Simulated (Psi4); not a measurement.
**BH4N (SMILES BN): revPBE/def2-TZVPP**

Aim: the vertical ionisation energy of BH4N at revPBE/def2-TZVPP, from 2 runs. 

The results are computed with Psi4 1.11.

**1. The system as given**

The species is BH4N (6 atoms), typed as a singlet with charge 0. SMILES: `BN`. Geometry: relaxed at PBE0-D4/def2-TZVP.

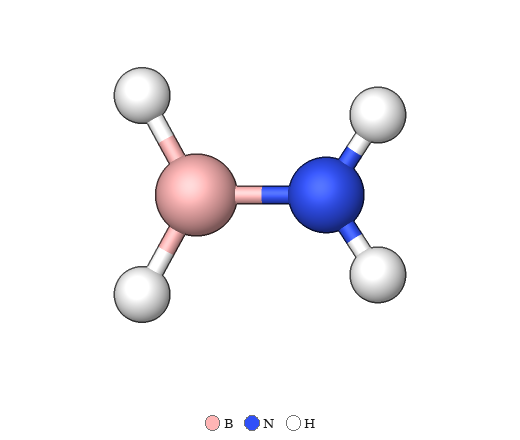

The structure, seen from a chosen angle (boron pink, nitrogen blue, hydrogen white).

**2. Energy and gradient at revPBE/def2-TZVPP**

Input file input.in:

```
memory 1600 MB

molecule {
  B     -0.128200    -0.679600    -0.025600
  N      0.146100     0.677400     0.010800
  H      0.225800    -1.368000     0.887500
  H     -0.712000    -1.128700    -0.969200
  H     -0.121600     1.313700    -0.720800
  H      0.632000     1.121400     0.771300
  symmetry c1
}

set {
  puream               true
  e_convergence        1e-09
  d_convergence        1e-08
  scf_type             pk
  dft_radial_points    99
  dft_spherical_points 590
}

E, wfn = gradient('revpbe/def2-TZVPP', return_wfn=True)
oeprop(wfn, 'MULLIKEN_CHARGES', 'MAYER_INDICES', 'LOWDIN_CHARGES')
```

Launch:

```sh
$ psi4 input.in input.out -n 1
```

input.out:

```text
Psi4 1.11 release

gradient() will perform analytic gradient computation.

   => Loading Basis Set <=

    Name: DEF2-TZVPP
    Role: ORBITAL
    Keyword: BASIS

         ---------------------------------------------------------
                                   SCF
                              RKS Reference
                        1 Threads,   1525 MiB Core
         ---------------------------------------------------------

  ==> Geometry <==

    Molecular point group: c1
    Full point group: C1

    Geometry (in Angstrom), charge = 0, multiplicity = 1:

       Center              X                  Y                   Z               Mass
    ------------   -----------------  -----------------  -----------------  -----------------
         B           -0.150884644032    -0.746453663855    -0.020020501748    11.009305360000
         N            0.123415355968     0.610546336145     0.016379498252    14.003074004430
         H            0.203115355968    -1.434853663855     0.893079498252     1.007825032230
         H           -0.734684644032    -1.195553663855    -0.963620501748     1.007825032230
         H           -0.144284644032     1.246846336145    -0.715220501748     1.007825032230
         H            0.609315355968     1.054546336145     0.776879498252     1.007825032230

  Running in c1 symmetry.

[... 124 lines left out ...]
                        Total Energy        Delta E     RMS |[F,P]|
[... 3 lines left out ...]
   @RKS iter   2:   -80.74142325640925    9.33231e-01   1.26929e-02 ADIIS/DIIS
[... 2 lines left out ...]
   @RKS iter   5:   -82.04474106251116   -1.04997e-02   9.29198e-05 DIIS
[... 2 lines left out ...]
   @RKS iter   8:   -82.04481716709111   -2.07697e-08   1.30627e-07 DIIS
[... 25 lines left out ...]
    Final Occupation by Irrep:
[... 10 lines left out ...]
    One-Electron Energy =                -173.4957759563066872
[... 2 lines left out ...]
    Empirical Dispersion Energy =           0.0000000000000000
[... 16 lines left out ...]
 Dipole X            :          0.0796400            0.0811556            0.1607956
[... 94 lines left out ...]
    Weights Tolerance      =       1.00E-15
[... 24 lines left out ...]
   Total alpha =  8.00000, Total beta =  8.00000, Total charge = -0.00000

  Lowdin Charges: (a.u.)
   Center  Symbol    Alpha    Beta     Spin     Total
       1     B     2.66233  2.66233  0.00000 -0.32465
       2     N     3.29668  3.29668  0.00000  0.40664
       3     H     0.51125  0.51125  0.00000 -0.02250
       4     H     0.51126  0.51126  0.00000 -0.02251
       5     H     0.50922  0.50922  0.00000 -0.01844
       6     H     0.50926  0.50926  0.00000 -0.01853

  Total alpha =  8.00000, Total beta =  8.00000, Total charge =  0.00000

  Mayer Bond Indices:

  Irrep: 1 Size: 6 x 6

                 1                   2                   3                   4                   5

    1     0.00000000000000     1.46334211620871     0.99143637475263     0.99143507699573     0.02131056203069
    2     1.46334211620871     0.00000000000000    -0.00406755739582    -0.00406016606053     0.95825296948027
    3     0.99143637475263    -0.00406755739582     0.00000000000000     0.00008186249091     0.01376047688743
    4     0.99143507699573    -0.00406016606053     0.00008186249091     0.00000000000000    -0.00438575054375
    5     0.02131056203069     0.95825296948027     0.01376047688743    -0.00438575054375     0.00000000000000
    6     0.02130961187515     0.95827335301456    -0.00438554788512     0.01375535643357     0.00775072180175

                 6

    1     0.02130961187515
    2     0.95827335301456
    3    -0.00438554788512
    4     0.01375535643357
    5     0.00775072180175
    6     0.00000000000000

  Atomic Valences:

 #  #
 Irrep: 1
      1:    3.488833741862913
      2:    3.371740715247190
      3:    0.996825608850038
      4:    0.996826379315929
      5:    0.996688979656388
      6:    0.996703495239899

    Psi4 run time: 0:00:35.32
```

Wall time 38 s (1 thread of Intel Xeon Platinum 8259CL at 2.50GHz (Skylake/Cascade Lake), shared host); peak memory 0.7 GiB.

**3. The doublet cation**

Input file job.in:

```
memory 1600 MB

molecule system {
  1 2
  B
  N 1 1.384924
  H 1 1.197064 2 119.00323
  H 1 1.197036 3 121.98914 2 179.99388
  H 2 1.005873 1 123.23009 4 0.00539
  H 2 1.005781 5 113.53278 1 -179.99309
  symmetry c1
}

set {
  basis def2-TZVPP
  reference uks
  puream true
  e_convergence 1e-09
  d_convergence 1e-08
  scf_type pk
  dft_radial_points 99
  dft_spherical_points 590
  maxiter 200
}

gradient("revpbe")
```

Launch:

```sh
$ psi4 -n 1 job.in job.out
```

job.out (excerpt; [...] marks lines left out):

```text
[...]
  Running in c1 symmetry.
[...]
   @UKS iter   2:   -80.35934619569507    9.86203e-01   1.22128e-02 DIIS/ADIIS
[...]
   @UKS iter  51:   -81.63424174453621   -6.30724e-08   3.63411e-07 DIIS
[...]
   @S^2 Observed:                7.583103571E-01
[...]
  -Total Gradient:
     Atom            X                  Y                   Z
    ------   -----------------  -----------------  -----------------
       1        0.000007770696    -0.000008545492     0.017989518565
       2       -0.000004499309     0.000073239006    -0.022337457899
       3       -0.015146233436    -0.007880901258     0.015068530174
       4        0.015142455723     0.007885378117     0.015070001099
       5       -0.018843134479     0.016544264617    -0.012872688819
       6        0.018843641030    -0.016613435632    -0.012917693742
[...]
```

Run time: 3.1 min. Hardware: 1 thread of Intel Xeon Platinum 8259CL at 2.50GHz (Skylake/Cascade Lake), shared host; peak memory 0.71 GiB.

**4. Results**

At revPBE/def2-TZVPP:

| quantity | value |
| --- | --- |
| singlet BH4N: total energy | -82.04482 Eh |
| singlet BH4N: dipole moment | 2.06 D |
| singlet BH4N: HOMO energy | -7.27 eV |
| singlet BH4N: LUMO energy | -0.66 eV |
| singlet BH4N: HOMO–LUMO gap | 6.62 eV |
| singlet BH4N: largest force on an atom | 0.431 eV/Å |
| doublet cation: total energy | -81.63424 Eh |
| doublet cation: HOMO energy (highest over α and β) | -15.24 eV |
| doublet cation: LUMO energy (lowest over α and β) | -15.03 eV |
| doublet cation: ⟨S²⟩ | 0.758 |
| doublet cation: largest force on an atom | 1.453 eV/Å |
| vertical ionisation energy (to the doublet cation) | 11.172 eV |

**Reading.** The vertical ionisation energy comes to 11.17 eV (1078 kJ/mol). The largest force (singlet BH4N) is 0.43 eV/Å: the shape isn't a stationary point for this species at this level. −ε(HOMO) before ionisation, 7.27 eV, is 3.90 eV below this ionisation energy. Mulliken charges (singlet BH4N) run from -0.27 on N2 to +0.18 on H5; they depend strongly on the basis.
